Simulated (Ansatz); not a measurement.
**CH₅NSn: nudged elastic band**

The run: nudged elastic band of CH₅NSn, SMILES N=[CH][SnH3]. Method and program: RKS PBE0-D4/def2-SVP (Ansatz 0.2.0).

It belongs to a series of runs on one base structure; here: band between the two ends. Figures and captions count atoms from 1; the log counts them from 0 in places.

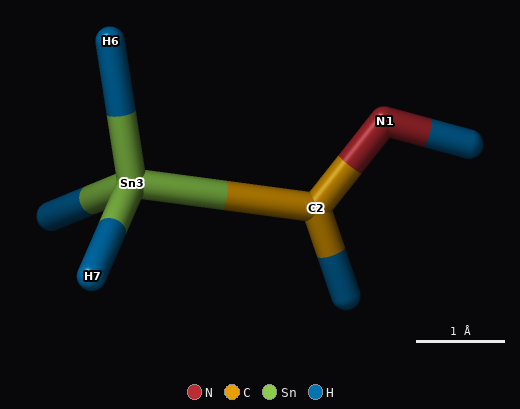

Fig. 1: The starting structure (stick view, seen at a tilt; atoms are numbered from 1 in the order of the input). Sticks mark near contacts. Bond lengths as drawn: C–H 1.11 Å, C–N 1.27 Å, C–Sn 2.17 Å, H–N 1.03 Å and H–Sn 1.71 to 1.72 Å.

Input
```yaml
crystal:
  periodic: [false, false, false]
  atoms:
    - { symbol: "N", position_ang: [-1.296046, 0.973526, -0.849545] }
    - { symbol: C, position_ang: [-0.466137, 0.014372, -0.837811] }
    - { symbol: Sn, position_ang: [0.757765, -0.275164, 0.927492] }
    - { symbol: H, position_ang: [-1.81259, 1.002966, -1.739193] }
    - { symbol: H, position_ang: [-0.336869, -0.68504, -1.691053] }
    - { symbol: H, position_ang: [0.357824, 0.922084, 2.076096] }
    - { symbol: H, position_ang: [2.414877, -0.166553, 0.493407] }
    - { symbol: H, position_ang: [0.473176, -1.843292, 1.564908] }
basis:
  gaussian: { orbitals: def2-SVP }
hamiltonian:
  xc: pbe0
  dispersion: d4
neb:
  order_check: false
  images: 7
  f_tol: 0.05
  max_iterations: 47
  final_atoms:
    - { symbol: "N", position_ang: [-1.33231512, 0.7089968, -1.33333415] }
    - { symbol: C, position_ang: [-0.44583489, -0.15013782, -1.04930449] }
    - { symbol: Sn, position_ang: [0.68636485, -0.26652406, 0.81244239] }
    - { symbol: H, position_ang: [-1.47539461, 1.37809162, -0.56750489] }
    - { symbol: H, position_ang: [-0.22880331, -0.91150309, -1.82259026] }
    - { symbol: H, position_ang: [0.10187943, 1.02439739, 1.78136903] }
    - { symbol: H, position_ang: [2.36449692, -0.07536913, 0.52290273] }
    - { symbol: H, position_ang: [0.42160672, -1.76505272, 1.60032064] }
  initial_path:
    images:
      - { positions_ang: [[-1.296046, 0.973526, -0.849545], [-0.466137, 0.014372, -0.837811], [0.757765, -0.275164, 0.927492], [-1.81259, 1.002966, -1.739193], [-0.336869, -0.68504, -1.691053], [0.357824, 0.922084, 2.076096], [2.414877, -0.166553, 0.493407], [0.473176, -1.843292, 1.564908]] }
      - { positions_ang: [[-1.23327077, 0.97222629, -0.92278812], [-0.42632589, 0.01406687, -0.8794487], [0.73492566, -0.27055158, 0.9022992], [-1.87536371, 0.97540106, -1.54459119], [-0.28822232, -0.68886864, -1.72529366], [0.3315111, 0.95228199, 2.04262715], [2.42465214, -0.18213541, 0.51613032], [0.42409378, -1.82952159, 1.555366]] }
      - { positions_ang: [[-1.17049553, 0.97092658, -0.99603125], [-0.38651477, 0.01376175, -0.92108639], [0.71208632, -0.26593916, 0.87710641], [-1.93813743, 0.94783613, -1.34998939], [-0.23957564, -0.69269728, -1.75953433], [0.30519821, 0.98247998, 2.0091583], [2.43442728, -0.19771782, 0.53885365], [0.37501156, -1.81575118, 1.545824]] }
      - { positions_ang: [[-1.1077203, 0.96962688, -1.06927437], [-0.34670366, 0.01345662, -0.96272409], [0.68924698, -0.26132674, 0.85191361], [-2.00091114, 0.92027119, -1.15538758], [-0.19092896, -0.69652591, -1.79377499], [0.27888531, 1.01267796, 1.97568945], [2.44420242, -0.21330022, 0.56157697], [0.32592934, -1.80198077, 1.536282]] }
      - { positions_ang: [[-1.04494507, 0.96832717, -1.1425175], [-0.30689254, 0.01315149, -1.00436178], [0.66640765, -0.25671433, 0.82672082], [-2.06368485, 0.89270626, -0.96078577], [-0.14228227, -0.70035455, -1.82801566], [0.25257241, 1.04287595, 1.9422206], [2.45397756, -0.22888263, 0.5843003], [0.27684712, -1.78821036, 1.52674]] }
      - { positions_ang: [[-1.11678758, 0.90349458, -1.19022166], [-0.34162813, -0.02767084, -1.01559746], [0.67139695, -0.25916676, 0.82315121], [-1.91661229, 1.0140526, -0.86246555], [-0.16391253, -0.75314169, -1.82665931], [0.21489917, 1.03825631, 1.90200771], [2.4316074, -0.19050426, 0.5689509], [0.31303702, -1.78242095, 1.54513516]] }
      - { positions_ang: [[-1.18863009, 0.83866199, -1.23792583], [-0.37636372, -0.06849316, -1.02683314], [0.67638625, -0.26161919, 0.8195816], [-1.76953973, 1.13539894, -0.76414533], [-0.18554279, -0.80592882, -1.82530296], [0.17722592, 1.03363667, 1.86179481], [2.40923724, -0.15212588, 0.55360151], [0.34922692, -1.77663154, 1.56353032]] }
      - { positions_ang: [[-1.26047261, 0.7738294, -1.28562999], [-0.4110993, -0.10931549, -1.03806882], [0.68137555, -0.26407163, 0.816012], [-1.62246717, 1.25674528, -0.66582511], [-0.20717305, -0.85871595, -1.82394661], [0.13955268, 1.02901703, 1.82158192], [2.38686708, -0.1137475, 0.53825212], [0.38541682, -1.77084213, 1.58192548]] }
      - { positions_ang: [[-1.33231512, 0.7089968, -1.33333415], [-0.44583489, -0.15013782, -1.04930449], [0.68636485, -0.26652406, 0.81244239], [-1.47539461, 1.37809162, -0.56750489], [-0.22880331, -0.91150309, -1.82259026], [0.10187943, 1.02439739, 1.78136903], [2.36449692, -0.07536913, 0.52290273], [0.42160672, -1.76505272, 1.60032064]] }
```

Run as:
```bash
ansatz run input.yaml --threads 1 --pin off --max-ram 2048MiB --backend cpu --events-out ev --progress --plain --runs-dir out
```

The program's output
```
Engine: ansatz 0.2.0, x86_64-unknown-linux-gnu
Functional definition: PBE0
  parameter a = 0.25
  parameter kappa = 0.804
  parameter beta = 0.06672455060314922
  exchange = (1 - a)*pbe_x(kappa = kappa, mu = beta*pi^2/3) + a*exact_x
  correlation = pbe_c(beta = beta)
969 factors; integrals over basis functions are off by at most 3.3e-4 eV
mean field evaluation 1: about -8429.3116 eV, gradient 4.0e1 eV
mean field evaluation 2: about -8425.6460 eV, gradient 5.5e1 eV
mean field evaluation 4: about -8432.9670 eV, gradient 3.6e0 eV
mean field evaluation 8: about -8433.0232 eV, gradient 9.0e-2 eV
mean field evaluation 16: about -8433.0232 eV, gradient 3.6e-5 eV
mean field -8433.02322023 eV, -309.9078872350 hartree, gradient 3.6e-5 eV, S^2 0.000000; 0 other end points of the search recorded, 0 dependent functions left out
the calculation of the forces begins
reference -8433.02325017 eV, -309.9078883353 hartree; 20, 20 occupied and 59, 59 virtual orbitals, 969 factors
969 factors; integrals over basis functions are off by at most 4.5e-4 eV
mean field evaluation 32: about -8433.0478 eV, gradient 5.0e-5 eV
mean field -8433.04777773 eV, -309.9087897064 hartree, gradient 5.0e-5 eV, S^2 0.000000; 0 other end points of the search recorded, 0 dependent functions left out
[... from here on the field's lines of each further geometry are left out, up to the last ...]
NEB iter   1: max|band force component| = 1.405e1 eV/Å  barrier→ = 2.4394 eV  barrier← = 2.4642 eV  Δτ_max = 0.1942 Å  (233 SCF iters)
NEB iter   2: max|band force component| = 1.933e0 eV/Å  barrier→ = 1.7711 eV  barrier← = 1.7960 eV  Δτ_max = 0.1994 Å  (223 SCF iters)
NEB iter   3: max|band force component| = 2.134e0 eV/Å  barrier→ = 1.7475 eV  barrier← = 1.7724 eV  Δτ_max = 0.1038 Å  (220 SCF iters)
NEB iter   4: max|band force component| = 2.020e0 eV/Å  barrier→ = 1.4781 eV  barrier← = 1.5030 eV  Δτ_max = 0.0993 Å  (206 SCF iters)
NEB iter   5: max|band force component| = 1.430e0 eV/Å  barrier→ = 1.2754 eV  barrier← = 1.3002 eV  Δτ_max = 0.1013 Å  (210 SCF iters)
NEB iter   6: max|band force component| = 7.381e-1 eV/Å  barrier→ = 1.1713 eV  barrier← = 1.1961 eV  Δτ_max = 0.0996 Å  (209 SCF iters)
NEB iter   7: max|band force component| = 4.860e-1 eV/Å  barrier→ = 1.1269 eV  barrier← = 1.1518 eV  CI = image 4  Δτ_max = 0.0340 Å  (208 SCF iters)
NEB iter   8: max|band force component| = 2.013e-1 eV/Å  barrier→ = 1.1249 eV  barrier← = 1.1498 eV  CI = image 4  Δτ_max = 0.0239 Å  (206 SCF iters)
NEB iter   9: max|band force component| = 1.226e-1 eV/Å  barrier→ = 1.1245 eV  barrier← = 1.1493 eV  CI = image 4  Δτ_max = 0.0230 Å  (185 SCF iters)
the calculation of the forces begins
reference -8433.04436658 eV, -309.9086643492 hartree; 20, 20 occupied and 59, 59 virtual orbitals, 969 factors
969 factors; integrals over basis functions are off by at most 3.3e-4 eV
mean field evaluation 704: about -8431.9003 eV, gradient 4.9e-4 eV
mean field -8431.90033498 eV, -309.8666219633 hartree, gradient 2.3e-5 eV, S^2 0.000000; 1 other end points of the search recorded, 0 dependent functions left out
the calculation of the forces begins
reference -8431.90036393 eV, -309.8666230271 hartree; 20, 20 occupied and 59, 59 virtual orbitals, 969 factors
NEB iter  10: max|band force component| = 4.246e-2 eV/Å  barrier→ = 1.1244 eV  barrier← = 1.1493 eV  CI = image 4  Δτ_max = 0.0000 Å  (370 SCF iters)
```

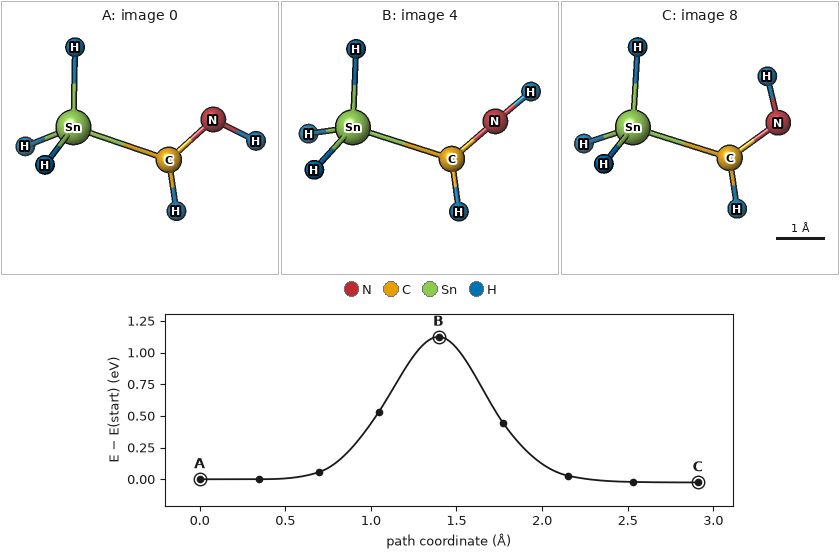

Fig. 2: Images of the last band (counted from 0; ball-and-stick, seen at a tilt) above the energy along the path; the line is a cubic interpolation that uses the forces. The highest image is number 4, 1.124 eV above the start and 1.149 eV above the end (the climbing image); the end lies 0.025 eV below the start. The path is 2.91 Å long. The band converged in 10 iterations.

```
Total energy: -8432.01319244 eV, -309.8707693985 hartree
Atom 0 at    -1.365847     0.683262    -1.081422 Å, force    -0.011778     0.005909     0.002511 eV/Å
Atom 1 at    -0.361089    -0.024744    -1.015873 Å, force    -0.012676     0.001263     0.012364 eV/Å
Atom 2 at     0.778938    -0.292778     0.875679 Å, force    -0.013162     0.001713     0.013682 eV/Å
Atom 3 at    -2.179222     1.253367    -1.150221 Å, force     0.041602    -0.026438    -0.002410 eV/Å
Atom 4 at     0.038643    -0.592626    -1.896997 Å, force    -0.010072     0.007570    -0.030183 eV/Å
Atom 5 at     0.330720     0.989472     1.924808 Å, force     0.002647     0.003667     0.011579 eV/Å
Atom 6 at     2.487798    -0.288370     0.660726 Å, force     0.003918     0.001111    -0.007385 eV/Å
Atom 7 at     0.362060    -1.784684     1.627601 Å, force    -0.000480     0.005205    -0.000159 eV/Å
Dipole moment:    -0.229713     0.112056    -0.204846 e Å
this run last wrote the band of iteration 10 to [file]
```

The last band as extended XYZ (Å, eV, eV/Å)
```
8
Properties=species:S:1:pos:R:3:forces:R:3 image=0 energy=-8433.13757
N    -1.2960    0.9735   -0.8495   -0.0013  -0.0006  -0.0032
C    -0.4661    0.0144   -0.8378    0.0020   0.0057   0.0120
Sn    0.7578   -0.2752    0.9275   -0.0024   0.0008  -0.0028
H    -1.8126    1.0030   -1.7392    0.0005   0.0013   0.0031
H    -0.3369   -0.6850   -1.6911    0.0007  -0.0071  -0.0097
H     0.3578    0.9221    2.0761   -0.0008   0.0009   0.0000
H     2.4149   -0.1666    0.4934    0.0006  -0.0006   0.0003
H     0.4732   -1.8433    1.5649    0.0007  -0.0004   0.0002
8
Properties=species:S:1:pos:R:3:forces:R:3 image=1 energy=-8433.13722
N    -1.3927    0.8722   -0.7961   -0.0065   0.0093   0.0109
C    -0.4355    0.0423   -0.8548    0.0023  -0.0092  -0.0029
Sn    0.7655   -0.2693    0.9225   -0.0009   0.0027  -0.0007
H    -1.8922    0.9252   -1.6940    0.0008  -0.0001  -0.0078
H    -0.1910   -0.5367   -1.7711    0.0021  -0.0023   0.0002
H     0.4277    0.9794    2.0360    0.0002  -0.0002   0.0022
H     2.4295   -0.2730    0.5004    0.0031   0.0010  -0.0015
H     0.3808   -1.7972    1.6014   -0.0011  -0.0011  -0.0004
8
Properties=species:S:1:pos:R:3:forces:R:3 image=2 energy=-8433.08082
N    -1.3659    0.7970   -0.7315   -0.0362   0.0902   0.1750
C    -0.3952    0.0051   -0.9266   -0.0494   0.0728   0.1206
Sn    0.7857   -0.2842    0.8779    0.0206   0.0031   0.0234
H    -1.9876    0.9809   -1.5284    0.2252  -0.2709  -0.2733
H    -0.1480   -0.5152   -1.8813   -0.1724   0.1500   0.0384
H     0.3781    1.0307    1.8883    0.0286  -0.0062   0.0136
H     2.4817   -0.3161    0.6033   -0.0081  -0.0138  -0.0633
H     0.3431   -1.7553    1.6427   -0.0083  -0.0252  -0.0343
8
Properties=species:S:1:pos:R:3:forces:R:3 image=3 energy=-8432.60558
N    -1.3473    0.7428   -0.8365    0.1593   0.4361   1.6206
C    -0.3756   -0.0309   -1.0036   -0.0843   0.0549   0.0316
Sn    0.7802   -0.2856    0.8626   -0.0282  -0.0147  -0.0728
H    -2.1242    1.1472   -1.3466    0.3390  -0.6806  -1.2256
H    -0.0381   -0.5918   -1.9121   -0.3783   0.2446  -0.1648
H     0.3539    1.0184    1.8904    0.0021  -0.0242  -0.0757
H     2.4881   -0.3004    0.6412    0.0082  -0.0138  -0.0547
H     0.3550   -1.7569    1.6490   -0.0179  -0.0024  -0.0586
8
Properties=species:S:1:pos:R:3:forces:R:3 image=4 energy=-8432.01316
N    -1.3658    0.6833   -1.0814   -0.0118   0.0059   0.0025
C    -0.3611   -0.0247   -1.0159   -0.0127   0.0013   0.0124
Sn    0.7789   -0.2928    0.8757   -0.0132   0.0017   0.0137
H    -2.1792    1.2534   -1.1502    0.0416  -0.0264  -0.0024
H     0.0386   -0.5926   -1.8970   -0.0101   0.0076  -0.0302
H     0.3307    0.9895    1.9248    0.0026   0.0037   0.0116
H     2.4878   -0.2884    0.6607    0.0039   0.0011  -0.0074
H     0.3621   -1.7847    1.6276   -0.0005   0.0052  -0.0002
8
Properties=species:S:1:pos:R:3:forces:R:3 image=5 energy=-8432.69503
N    -1.4044    0.6394   -1.3465   -0.2458  -0.3165  -1.6074
C    -0.3858   -0.0069   -1.0097   -0.1102   0.0804   0.0569
Sn    0.7521   -0.2792    0.8787   -0.1705   0.1183   0.0393
H    -2.0712    1.2701   -0.9217    0.5927  -0.0170   1.3089
H     0.0492   -0.5977   -1.8490    0.1323  -0.0162   0.2525
H     0.3467    0.9991    1.9392   -0.0029   0.0639   0.1103
H     2.4600   -0.3035    0.6344   -0.1527   0.0451  -0.1038
H     0.3454   -1.7783    1.6188   -0.0429   0.0420  -0.0567
8
Properties=species:S:1:pos:R:3:forces:R:3 image=6 energy=-8433.10941
N    -1.4165    0.6248   -1.4047   -0.0030  -0.0023  -0.0466
C    -0.3978   -0.0365   -1.0492   -0.0135  -0.0202  -0.0432
Sn    0.6936   -0.2399    0.8535   -0.0635   0.0419  -0.0130
H    -1.8487    1.2091   -0.6809    0.2273  -0.0902   0.2165
H     0.0534   -0.6590   -1.8452    0.0376  -0.0363  -0.0118
H     0.3352    1.0551    1.9157   -0.0494   0.0314  -0.0024
H     2.3853   -0.2820    0.5487   -0.0802   0.0439  -0.0625
H     0.2875   -1.7288    1.6066   -0.0552   0.0318  -0.0369
8
Properties=species:S:1:pos:R:3:forces:R:3 image=7 energy=-8433.15869
N    -1.3787    0.6608   -1.3318    0.0082   0.0153   0.0055
C    -0.4021   -0.1004   -1.0657   -0.0080  -0.0117  -0.0108
Sn    0.6890   -0.2525    0.8186    0.0026   0.0010   0.0064
H    -1.6361    1.2548   -0.5347    0.0168  -0.0070   0.0135
H    -0.0631   -0.7697   -1.8793   -0.0058  -0.0081  -0.0027
H     0.2028    1.0750    1.7909   -0.0130   0.0001  -0.0086
H     2.3784   -0.2020    0.5370    0.0000   0.0092   0.0003
H     0.3017   -1.7230    1.6093   -0.0008   0.0012  -0.0035
8
Properties=species:S:1:pos:R:3:forces:R:3 image=8 energy=-8433.16242
N    -1.3323    0.7090   -1.3333    0.0041  -0.0028   0.0040
C    -0.4458   -0.1501   -1.0493    0.0012  -0.0073  -0.0106
Sn    0.6864   -0.2665    0.8124   -0.0031   0.0030   0.0001
H    -1.4754    1.3781   -0.5675   -0.0053   0.0074   0.0032
H    -0.2288   -0.9115   -1.8226    0.0053   0.0004   0.0094
H     0.1019    1.0244    1.7814    0.0015   0.0000   0.0011
H     2.3645   -0.0754    0.5229   -0.0025  -0.0013  -0.0031
H     0.4216   -1.7651    1.6003   -0.0011   0.0006  -0.0041
```

Key numbers

- outcome: converged
- barrier, forward: 1.124 eV
- barrier, backward: 1.149 eV
- hardware: 1 thread of Intel Xeon (Sapphire Rapids), 176 GiB of memory available, shared host
- wall time: 4.6 min
- peak memory: 0.17 GiB

Remarks

The order of the saddle point was not checked.
